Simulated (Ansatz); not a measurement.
# SiP+ (triplet): correlated methods under varied settings at distance Si1–P2 = 1.992 Å

Aim: run SiP+ (triplet) at one geometry under a spread of methods and options, and see what each costs and gives.

Program: Ansatz 0.2.0, Gaussian basis. Level of theory: the settings change from run to run. These are calculated values, not measurements.

20 further runs of the same task are left out: 2 for a known fault of the program, 17 that didn't finish, 1 set aside as unsound or not needed.

### 1 The system

The geometry derives from a PBE0/def2-TZVP stationary point (not a proven minimum). One bond is set to the value named and the two fragments are kept rigid.

2 atoms, charge 1, spin multiplicity 3.

Atoms are counted from 1 here; the program's logs count them from 0.

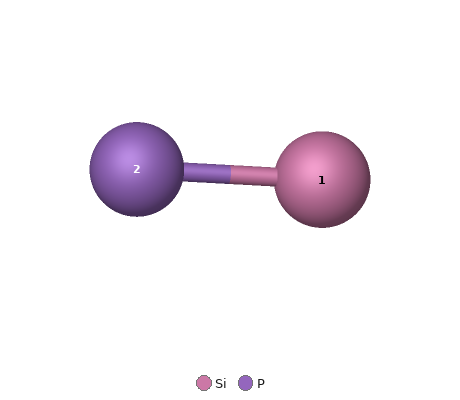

The geometry (silicon pink, phosphorus purple); atoms are numbered from 1 in the order of the file.

### 2 CCSD on UHF/6-31G

in.yaml

```yaml
crystal:
  periodic: [false, false, false]
  atoms:
    - {symbol: Si, position_ang: [0.000000, 0.000000, 0.000000]}
    - {symbol: P, position_ang: [0.000000, 0.000000, 1.992000]}
basis:
  gaussian: {orbitals: 6-31G}
total_charge: 1
magnetization: {spin_polarized: true, initial_magnetization: 2}
correlation: {method: ccsd, electrons: outside_noble_gas}
scf: {lower_state_search: full}
```

Command:

```
ansatz run in.yaml --threads 1 --pin off --events-out ev --progress --plain --max-ram 2393MiB
```

Output, shortened:

```text
Functional definition: HF
  name "HF"
  cite "Fock, Z. Phys. 61, 126 (1930) doi:10.1007/BF01340294"
  parent pbe
[...]
280 factors; integrals over basis functions are off by at most 1.2e-4 eV
[...]
mean field -17121.53739557 eV, -629.2048938922 hartree, gradient 1.4e-6 eV, S^2 2.209167; 25 other end points of the search recorded, 0 dependent functions left out
determinant -17121.53739557 eV, -629.2048938922 hartree, with singles and doubles -17123.83843674 eV, -629.2894555956 hartree
determinant -17121.44632938 eV, -629.2015472714 hartree, with singles and doubles -17124.13799453 eV, -629.3004641415 hartree
determinant -17121.44084609 eV, -629.2013457646 hartree, with singles and doubles -17123.56821323 eV, -629.2795250649 hartree
determinant -17119.23246908 eV, -629.1201894063 hartree, with singles and doubles -17120.91214452 eV, -629.1819163401 hartree
determinant -17119.05940220 eV, -629.1138293157 hartree, with singles and doubles -17121.01853504 eV, -629.1858261196 hartree
determinant -17118.92737668 eV, -629.1089774674 hartree, with singles and doubles -17121.14656179 eV, -629.1905310160 hartree
determinant -17121.53739557 eV, -629.2048938922 hartree, with singles and doubles -17124.11791911 eV, -629.2997263832 hartree
determinant -17121.44632938 eV, -629.2015472714 hartree, with singles and doubles -17124.14044418 eV, -629.3005541643 hartree
10 core orbitals not correlated: weight in the atoms' cores, before any rotation towards them, 1.000 or more for the frozen orbitals, at most 0.000 for the correlated occupied ones
reference -17121.44632938 eV, -629.2015472714 hartree; 5, 3 occupied and 11, 13 virtual orbitals, 280 factors
second order -1.72045093 eV of doubles, -0.00000000 eV of singles
cycle   1  -2.69412151 eV  change   -6.7e-6 eV  update   4.1e-6
[...]
cycle   3  -2.69413729 eV  change   -3.1e-6 eV  update   1.3e-6
WARN: the results are in doubt because among natural orbitals full CI differs from the method by -0.113 eV
Total energy: -17124.14046666 eV, -629.3005549906 hartree
In doubt: among natural orbitals full CI differs from the method by -0.113 eV
```

Run time: 3.1 s. Hardware: 1 thread of Arm Neoverse V2, shared host.

From the report: ⟨S²⟩ of the determinant 2.371 (pure triplet: 2.00); correlation -2.6941 eV; T1 0.094; largest double amplitude 0.17. The program marks this result as in doubt; its last lines say why.

### 3 CCSDT on ROHF/6-31G

in.yaml

```yaml
crystal:
  periodic: [false, false, false]
  atoms:
    - {symbol: Si, position_ang: [0.000000, 0.000000, 0.000000]}
    - {symbol: P, position_ang: [0.000000, 0.000000, 1.992000]}
basis:
  gaussian: {orbitals: 6-31G}
total_charge: 1
magnetization: {spin_polarized: false, initial_magnetization: 2}
correlation: {method: ccsdt, electrons: valence}
output: {forces: true}
```

Same command.

Output, shortened:

```text
Functional definition: HF
  name "HF"
  cite "Fock, Z. Phys. 61, 126 (1930) doi:10.1007/BF01340294"
  parent pbe
[...]
493 factors; integrals over basis functions are off by at most 3.5e-8 eV
[...]
mean field -17121.39622976 eV, -629.1997061445 hartree, gradient 1.4e-6 eV, S^2 2.000000; 11 other end points of the search recorded, 0 dependent functions left out
[...]
determinant -17121.39622976 eV, -629.1997061445 hartree, with singles and doubles -17123.56747664 eV, -629.2794979957 hartree
determinant -17121.12905260 eV, -629.1898875650 hartree, with singles and doubles -17124.12193999 eV, -629.2998741478 hartree
determinant -17117.48295036 eV, -629.0558957791 hartree, with singles and doubles -17121.47209763 eV, -629.2024942373 hartree
10 core orbitals not correlated: weight in the atoms' cores, before any rotation towards them, 1.000 or more for the frozen orbitals, at most 0.000 for the correlated occupied ones
reference -17121.12905260 eV, -629.1898875650 hartree; 5, 3 occupied and 11, 13 virtual orbitals, 493 factors
second order -2.45542015 eV of doubles, -0.08868427 eV of singles
cycle   1  -2.68685053 eV  change   -1.4e-1 eV  update   1.2e-1
[...]
cycle  21  -3.14409892 eV  change    1.6e-7 eV  update   2.7e-7
[...]
Total energy: -17124.27315152 eV, -629.3054310692 hartree
Atom 0 at     0.000000     0.000000     0.000000 Å, force     0.000000    -0.000000    -5.131665 eV/Å
Atom 1 at     0.000000     0.000000     1.992000 Å, force     0.000000     0.000000     5.131665 eV/Å
Dipole moment:    -0.000000     0.000000    -0.360131 e Å
```

It took 3.7 s on 1 thread of Arm Neoverse V2, shared host.

From the report: correlation -3.1441 eV; T1 0.042; largest double amplitude 0.16.

### 4 BCCD(T) on ROHF/6-31G

Changes to in.yaml since step 3:

```diff
@@ -9,3 +9,4 @@
 magnetization: {spin_polarized: false, initial_magnetization: 2}
-correlation: {method: ccsdt, electrons: valence}
-output: {forces: true}
+correlation: {method: bccd_t, electrons: outside_noble_gas}
+accuracy: high
+scf: {lower_state_search: off}
```

Launched as before.

Output, shortened:

```text
Functional definition: HF
  name "HF"
  cite "Fock, Z. Phys. 61, 126 (1930) doi:10.1007/BF01340294"
  parent pbe
[...]
507 factors; integrals over basis functions are off by at most 3.2e-9 eV
[...]
mean field -17121.12905261 eV, -629.1898875652 hartree, gradient 1.5e-8 eV, S^2 2.000000; 0 other end points of the search recorded, 0 dependent functions left out
10 core orbitals not correlated: weight in the atoms' cores, before any rotation towards them, 1.000 or more for the frozen orbitals, at most 0.000 for the correlated occupied ones
reference -17121.12905261 eV, -629.1898875652 hartree; 5, 3 occupied and 11, 13 virtual orbitals, 507 factors
second order -2.45541982 eV of doubles, -0.08868425 eV of singles
cycle   1  -2.70902535 eV  change   -1.6e-1 eV  update   1.0e-1
[...]
cycle  30  -2.97349349 eV  change  -1.1e-10 eV  update  7.3e-10
perturbative correction -0.13745035 eV, -0.0050512074 hartree
Total energy: -17124.23999645 eV, -629.3042126429 hartree
Checks for a lower state left out: stability, starts, cluster_reference, orbital_swaps, neighbouring_geometries, increment
```

Wall time 0.72 s (1 thread of Arm Neoverse V2, shared host).

From the report: correlation -3.1109 eV; largest double amplitude 0.15.

### 5 CASSCF(8,5)/6-31G

in.yaml

```yaml
crystal:
  periodic: [false, false, false]
  atoms:
    - {symbol: Si, position_ang: [0.000000, 0.000000, 0.000000]}
    - {symbol: P, position_ang: [0.000000, 0.000000, 1.992000]}
basis:
  gaussian: {orbitals: 6-31G, point_charges: [{charge: 1.00, position_ang: [4.732, 0.365, -0.966]}]}
total_charge: 1
magnetization: {spin_polarized: false, initial_magnetization: 2}
correlation: {active_space: {window: {electrons: 8, orbitals: 5}, states: [{multiplicity: 3, weights: [1, 1]}], root: 1}}
output: {forces: true}
```

Same command.

Output, shortened:

```text
Functional definition: HF
  name "HF"
  cite "Fock, Z. Phys. 61, 126 (1930) doi:10.1007/BF01340294"
  parent pbe
[...]
493 factors; integrals over basis functions are off by at most 3.5e-8 eV
[...]
mean field -17118.62264094 eV, -629.0977786353 hartree, gradient 2.0e-6 eV, S^2 2.000000; 11 other end points of the search recorded, 0 dependent functions left out
reference -17118.62264094 eV, -629.0977786353 hartree; 15, 13 occupied and 11, 13 virtual orbitals, 493 factors
state -17118.57579187 eV, -629.0960569640 hartree
state -17118.26041163 eV, -629.0844669536 hartree
[...]
Total energy: -17118.26041163 eV, -629.0844669536 hartree
Atom 0 at     0.000000     0.000000     0.000000 Å, force    -0.386052    -0.029778    -5.331493 eV/Å
Atom 1 at     0.000000     0.000000     1.992000 Å, force    -0.141265    -0.010896     5.498608 eV/Å
Dipole moment:     0.135844     0.010478    -0.294073 e Å
```

Wall time 1.6 s (1 thread of Arm Neoverse V2, shared host).

From the report: 25 determinants; active occupations (of the averaged states) 2.00, 2.00, 1.50, 1.50, 1.00.

### 6 CCSD on UHF/cc-pVTZ

in.yaml

```yaml
crystal:
  periodic: [false, false, false]
  atoms:
    - {symbol: Si, position_ang: [0.000000, 0.000000, 0.000000]}
    - {symbol: P, position_ang: [0.000000, 0.000000, 1.992000]}
basis:
  gaussian: {orbitals: cc-pVTZ}
total_charge: 1
magnetization: {spin_polarized: true, initial_magnetization: 2}
correlation: {method: ccsd, electrons: outside_noble_gas, diis_vectors: 2}
```

The command is unchanged.

Output, shortened:

```text
Functional definition: HF
  name "HF"
  cite "Fock, Z. Phys. 61, 126 (1930) doi:10.1007/BF01340294"
  parent pbe
[...]
406 factors; integrals over basis functions are off by at most 1.0e-3 eV
[...]
mean field -17125.00062022 eV, -629.3321650508 hartree, gradient 7.6e-6 eV, S^2 2.087227; 17 other end points of the search recorded, 0 dependent functions left out
determinant -17125.00062022 eV, -629.3321650508 hartree, with singles and doubles -17130.31998112 eV, -629.5276479584 hartree
determinant -17124.99506526 eV, -629.3319609097 hartree, with singles and doubles -17130.33181275 eV, -629.5280827625 hartree
determinant -17124.49132754 eV, -629.3134488898 hartree, with singles and doubles -17130.22576077 eV, -629.5241854244 hartree
determinant -17122.56939609 eV, -629.2428192119 hartree, with singles and doubles -17127.23030873 eV, -629.4141045923 hartree
determinant -17122.27876416 eV, -629.2321386854 hartree, with singles and doubles -17127.10822959 eV, -629.4096182666 hartree
determinant -17125.00062022 eV, -629.3321650508 hartree, with singles and doubles -17130.26119921 eV, -629.5254877629 hartree
determinant -17124.99506526 eV, -629.3319609097 hartree, with singles and doubles -17130.26405300 eV, -629.5255926378 hartree
determinant -17124.49132754 eV, -629.3134488898 hartree, with singles and doubles -17130.17336971 eV, -629.5222600883 hartree
10 core orbitals not correlated: weight in the atoms' cores, before any rotation towards them, 1.000 or more for the frozen orbitals, at most 0.000 for the correlated occupied ones
reference -17124.99506526 eV, -629.3319609097 hartree; 5, 3 occupied and 53, 55 virtual orbitals, 406 factors
second order -4.33689721 eV of doubles, -0.00000000 eV of singles
cycle   1  -5.26898558 eV  change    2.2e-6 eV  update   2.7e-6
Total energy: -17130.26405084 eV, -629.5255925584 hartree
```

It took 12 s on 1 thread of Arm Neoverse V2, shared host.

From the report: ⟨S²⟩ of the determinant 2.017 (pure triplet: 2.00); correlation -5.2690 eV; T1 0.018; largest double amplitude 0.06.

### 7 All runs side by side

Where basis and cores are those of an earlier FCI/6-31G run (-17124.2954 eV), and the state is the same kind, the miss against it is given. † marks a result that the program doubts.

```csv
level,correlated,functions,energy (eV),from FCI (meV),time
CCSD on UHF/6-31G †,outside noble gas,26,-17124.1405,154.9,3.1 s
CCSDT on ROHF/6-31G,valence,26,-17124.2732,22.2,3.7 s
BCCD(T) on ROHF/6-31G,outside noble gas,26,-17124.2400,55.4,0.72 s
"CASSCF(8,5)/6-31G (excited root 1 of an average, beside a point charge)",,26,-17118.2604,,1.6 s
CCSD on UHF/cc-pVTZ,outside noble gas,68,-17130.2641,,12 s
```

### 8 Outcome

| quantity | value |
| --- | --- |
| runs | 5 |
| quickest | BCCD(T) on ROHF/6-31G, 0.72 s |
| slowest | CCSD on UHF/cc-pVTZ, 12 s |

What this shows: Total energies in different bases, with other cores or another treatment of relativity can't be set against each other. CCSD on UHF/cc-pVTZ took 16 times as long as BCCD(T) on ROHF/6-31G; the jobs differ in more than the method. Among the correlated runs with a miss given, it spans +22 to +155 meV.
